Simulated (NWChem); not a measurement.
# AlCl (SMILES [Al][Cl]) at 6 levels

Aim: a comparison of 6 runs (HF/STO-3G, HF/3-21G, HF/aug-cc-pVTZ, PBE0/def2-SVP, B3LYP/6-31G*, CCSD(T)/6-31+G*) of AlCl. 

The results are computed with NWChem 7.3.0.

1 further run of the same task is left out (set aside as unsound or not needed).

### 1 The structure to begin with

AlCl: 2 atoms, total charge 0, spin state singlet. SMILES: `[Al][Cl]`. Geometry: the measured bond length.

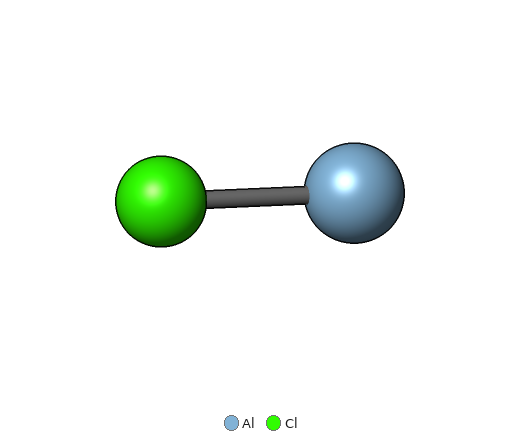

Viewed from a chosen angle; aluminium light blue, chlorine green.

### 2 Energy and forces at HF/STO-3G (run 1)

Input file run.py:

```python
from ase import Atoms
from ase.calculators.nwchem import NWChem

mol = Atoms(['Al', 'Cl'], positions=[
    [0.000000, 0.000000, 0.000000],
    [0.000000, 0.000000, 2.130113],
])

calc = NWChem(
    label='struct',
    theory='scf',
    memory='2200 mb',
    basis='STO-3G',
    basispar='spherical bse',
    scf={'nopen': '0', 'rhf': None, 'thresh': '1e-08', 'maxiter': '80'},
)
mol.calc = calc

forces = mol.get_forces()
e = mol.get_potential_energy()
print(f"E = {e:.6f} eV")
print("forces (eV/A):")
for s, f in zip(mol.symbols, forces):
    print(f"{s:2s} {f[0]:10.5f} {f[1]:10.5f} {f[2]:10.5f}")
print("dipole (e A):", mol.get_dipole_moment().round(4))
```

Run with:

```console
$ export ASE_NWCHEM_COMMAND="nwchem PREFIX.nwi > PREFIX.nwo"
$ python run.py
```

Output:

```text
E = -18875.357731 eV
forces (eV/A):
Al    0.00000   -0.00000   -0.57464
Cl   -0.00000    0.00000    0.57464
dipole (e A): [-0.    -0.    -0.895]
```

The calculator wrote struct.nwi:

```
title "struct"

permanent_dir struct

scratch_dir struct

start struct

geometry units angstrom nocenter noautosym noautoz
  Al 0.0000000000000000e+00 0.0000000000000000e+00 0.0000000000000000e+00
  Cl 0.0000000000000000e+00 0.0000000000000000e+00 2.1301130000000001e+00
end

memory 2200 mb

basis spherical bse noprint
   * library STO-3G
end

scf
  nopen 0
  rhf
  thresh 1e-08
  maxiter 80
end

task scf gradient
```

struct.nwo:

```text
Northwest Computational Chemistry Package (NWChem) 7.3.0
             --------------------------------------------------------

           Job information
           ---------------

    nwchem branch   = 7.3.0
    use scalapack   = T
    input           = struct.nwi
    prefix          = struct.
    data base       = struct/struct.db
    status          = startup
    nproc           =        1

           Memory information
           ------------------

    heap     =     72089598 doubles =      550.0 Mbytes
    stack    =     72089595 doubles =      550.0 Mbytes
    global   =    144179200 doubles =     1100.0 Mbytes (distinct from heap & stack)
    total    =    288358393 doubles =     2200.0 Mbytes
    verify   = yes
    hardfail = no

[... 101 lines left out ...]
 Convergence threshold     :          1.000E-08
[... 12 lines left out ...]
       Final RHF  results
[... 3 lines left out ...]
      One-electron energy =  -1076.895751661926
[... 1 line left out ...]
 Nuclear repulsion energy =     54.902332425056
[... 26 lines left out ...]
                       ROHF Final Molecular Orbital Analysis
[... 117 lines left out ...]
                              NWChem Gradients Module
                              -----------------------

                                      struct

  wavefunction    =   RHF

                         RHF ENERGY GRADIENTS

    atom               coordinates                        gradient
                 x          y          z           x          y          z
   1 Al      0.000000   0.000000   0.000000   -0.000000   0.000000   0.011175
   2 Cl      0.000000   0.000000   4.025330    0.000000  -0.000000  -0.011175

                 ----------------------------------------
                 |  Time  |  1-e(secs)   |  2-e(secs)   |
                 ----------------------------------------
                 |  CPU   |       0.00   |       0.10   |
                 ----------------------------------------
                 |  WALL  |       0.00   |       0.10   |
                 ----------------------------------------

 Task  times  cpu:        0.3s     wall:        0.3s
 Total times  cpu:        0.3s     wall:        0.3s
```

It took 1.3 s on 1 thread of Intel Xeon Platinum 8488C (Sapphire Rapids), shared host; peak memory 0.1 GiB.

### 3 Energy and forces at HF/3-21G (run 2)

Input file m1.nw:

```
start m1
title "AlCl hf"
memory stack 880 mb heap 220 mb global 1100 mb
charge 0

geometry units angstroms noautosym nocenter noautoz
  Al       0.000000       0.000000       0.000000
  Cl       0.000000       0.000000       2.130113
end

basis "ao basis" spherical bse
  * library 3-21G
end

scf
  singlet
  rhf
  thresh 1e-08
  maxiter 80
end

task scf gradient
```

Run with:

```console
$ nwchem m1.nw > m1.out
```

Output:

```text
[...]
  functions       =    26
[...]
  wavefunction    = RHF
[...]
         Total SCF energy =   -697.953755858873
      One-electron energy =  -1077.913710554797
      Two-electron energy =    325.057622270868
 Nuclear repulsion energy =     54.902332425056
        Time for solution =      0.3s
[...]
                         RHF ENERGY GRADIENTS
    atom               coordinates                        gradient
                 x          y          z           x          y          z
   1 Al      0.000000   0.000000   0.000000   -0.000000  -0.000000   0.039631
   2 Cl      0.000000   0.000000   4.025330    0.000000   0.000000  -0.039631
[...]
```

It took 0.96 s on 1 thread of Intel Xeon Platinum 8488C (Sapphire Rapids), shared host; peak memory 0.099 GiB.

Run 3 isn't shown in full; the table further down has it.

### 4 Energy and forces at PBE0/def2-SVP (run 4)

Input file run.py:

```python
from ase import Atoms
from ase.calculators.nwchem import NWChem

system = Atoms(['Al', 'Cl'], positions=[
    [0.000000, 0.000000, 0.000000],
    [0.000000, 0.000000, 2.130113],
])

calc = NWChem(
    label='mymol',
    theory='dft',
    memory='2200 mb',
    basis='def2-SVP',
    basispar='spherical bse',
    dft={'xc': 'pbe0', 'mult': '1', 'grid': 'xfine', 'convergence': 'energy 1e-08', 'iterations': '100', 'mulliken': None},
)
system.calc = calc

forces = system.get_forces()
print("Total energy (eV):", round(system.get_potential_energy(), 6))
print("forces (eV/A):")
for s, f in zip(system.symbols, forces):
    print(f"{s:2s} {f[0]:10.5f} {f[1]:10.5f} {f[2]:10.5f}")
print("dipole (e A):", system.get_dipole_moment().round(4))
```

Run with:

```console
$ export ASE_NWCHEM_COMMAND="nwchem PREFIX.nwi > PREFIX.nwo"
$ python run.py
```

Output:

```text
Total energy (eV): -19107.61021
forces (eV/A):
Al   -0.00000   -0.00000   -0.23731
Cl    0.00000    0.00000    0.23731
dipole (e A): [-0.    -0.    -0.242]
```

The calculator wrote mymol.nwi:

```
title "mymol"

permanent_dir mymol

scratch_dir mymol

start mymol

geometry units angstrom nocenter noautosym noautoz
  Al 0.0000000000000000e+00 0.0000000000000000e+00 0.0000000000000000e+00
  Cl 0.0000000000000000e+00 0.0000000000000000e+00 2.1301130000000001e+00
end

memory 2200 mb

basis spherical bse noprint
   * library def2-SVP
end

dft
  xc pbe0
  mult 1
  grid xfine
  convergence energy 1e-08
  iterations 100
  mulliken
end

task dft gradient
```

mymol.nwo:

```text
Northwest Computational Chemistry Package (NWChem) 7.3.0
             --------------------------------------------------------

           Job information
           ---------------

    nwchem branch   = 7.3.0
    use scalapack   = T
    input           = mymol.nwi
    prefix          = mymol.
    data base       = mymol/mymol.db
    status          = startup
    nproc           =        1

           Memory information
           ------------------

    heap     =     72089598 doubles =      550.0 Mbytes
    stack    =     72089595 doubles =      550.0 Mbytes
    global   =    144179200 doubles =     1100.0 Mbytes (distinct from heap & stack)
    total    =    288358393 doubles =     2200.0 Mbytes
    verify   = yes
    hardfail = no

[... 72 lines left out ...]
  convergence criterion.
[... 38 lines left out ...]
          Spatial weights used:  Erf1
[... 73 lines left out ...]
         Total DFT energy =     -702.191729333575
[... 3 lines left out ...]
 Nuclear repulsion energy =       54.902332425056
[... 310 lines left out ...]
          Convergence on gradient requested:  5.00D-04
[... 25 lines left out ...]
          total energy or number of iterations.
[... 18 lines left out ...]
                            NWChem DFT Gradient Module
                            --------------------------

                                       mymol

  charge          =   0.00
  wavefunction    = closed shell

                         DFT ENERGY GRADIENTS

    atom               coordinates                        gradient
                 x          y          z           x          y          z
   1 Al      0.000000   0.000000   0.000000    0.000000   0.000000   0.004615
   2 Cl      0.000000   0.000000   4.025330   -0.000000  -0.000000  -0.004615

                 ----------------------------------------
                 |  Time  |  1-e(secs)   |  2-e(secs)   |
                 ----------------------------------------
                 |  CPU   |       0.00   |       0.33   |
                 ----------------------------------------
                 |  WALL  |       0.00   |       0.33   |
                 ----------------------------------------

 Task  times  cpu:        2.6s     wall:        2.6s
 Total times  cpu:        2.6s     wall:        2.6s
```

It took 3.6 s on 1 thread of Intel Xeon Platinum 8488C (Sapphire Rapids), shared host; peak memory 0.12 GiB.

Run 5 isn't shown in full; the table further down has it.

### 5 A single-point energy at CCSD(T)/6-31+G(d) (spherical functions) (run 6)

Input file alcl.nw:

```
echo
start alcl
memory total 2200 mb
charge 0

geometry units angstrom noautosym nocenter noautoz
Al    0.000000    0.000000    0.000000
Cl    0.000000    0.000000    2.130113
end

basis spherical bse
* library 6-31+G*
end

scf
thresh 1e-08
maxiter 80
print medium
end

ccsd
freeze core 10
maxiter 60
end

task ccsd(t) energy
```

Run with:

```console
$ nwchem alcl.nw > alcl.out
```

Output:

```text
[...]
  functions       =    44
[...]
  wavefunction    = RHF
[...]
         Total SCF energy =   -701.448134328124
      One-electron energy =  -1081.934502805001
      Two-electron energy =    325.584036051821
 Nuclear repulsion energy =     54.902332425056
        Time for solution =      2.8s
[...]
 Total MP2 energy:           -701.618487665818634
[...]
             energy      energy      error      ampl     ampl      Block
                                                time     time      time
[...]
 Total CCSD energy:           -701.643221794639089
[...]
 Total CCSD+T(CCSD) energy:           -701.648432015694766
[...]
 Total CCSD(T) energy:                -701.648251581643763
[...]
```

Run time: 9.9 s. Hardware: 1 thread of Intel Xeon Platinum 8488C (Sapphire Rapids), shared host; peak memory 0.1 GiB.

### 6 The series

| run | level | iteration cap | module | energy (Eh) | dipole moment (D) | HOMO energy (eV) | LUMO energy (eV) | wall time |
| --- | --- | --- | --- | --- | --- | --- | --- | --- |
| 1 | HF/STO-3G | 80 | scf | -693.656608 | 4.30 | -5.93 | 8.67 | 1.3 s |
| 2 | HF/3-21G | 80 | scf | -697.953756 | 2.57 | -9.18 | 0.76 | 0.96 s |
| 3 | HF/aug-cc-pVTZ | 80 | scf | -701.511130 | 1.48 | -8.98 | 0.47 | 91 s |
| 4 | PBE0/def2-SVP | 100 | dft | -702.191729 | 1.16 | -6.90 | -1.54 | 3.6 s |
| 5 | B3LYP/6-31G* (Cartesian functions) | 100 | dft | -702.686931 | 1.58 | -6.82 | -1.79 | 5.4 s |
| 6 | CCSD(T)/6-31+G* (spherical functions) | 80 | ccsd(t) | -701.648252 | – | -9.06 | 0.61 | 9.9 s |

### 7 What came out

```
                                           quantity          value
                                run 6: total energy  -701.64825 Eh
         run 6: HOMO energy (Hartree–Fock orbitals)       -9.06 eV
         run 6: LUMO energy (Hartree–Fock orbitals)        0.61 eV
       run 6: HOMO–LUMO gap (Hartree–Fock orbitals)        9.67 eV
run 6: correlation energy (10 core orbitals frozen)     -200.1 mEh
                              run 6: (T) correction      -5.03 mEh
```

**Reading.** Over runs 1, 2, 3, 4, 5 the dipole moment (its size) runs from 1.16 D (PBE0/def2-SVP) to 4.30 D (HF/STO-3G). The two ends differ in method and basis. Over runs 1, 2, 3, 4, 5 the HOMO–LUMO gap runs from 5.04 eV (B3LYP/6-31G*) to 14.61 eV (HF/STO-3G). Totals of different functionals can't be ranked against each other. In run 1 the basis is minimal, so the values are rough. All runs together took 1.9 min, the longest 91 s.
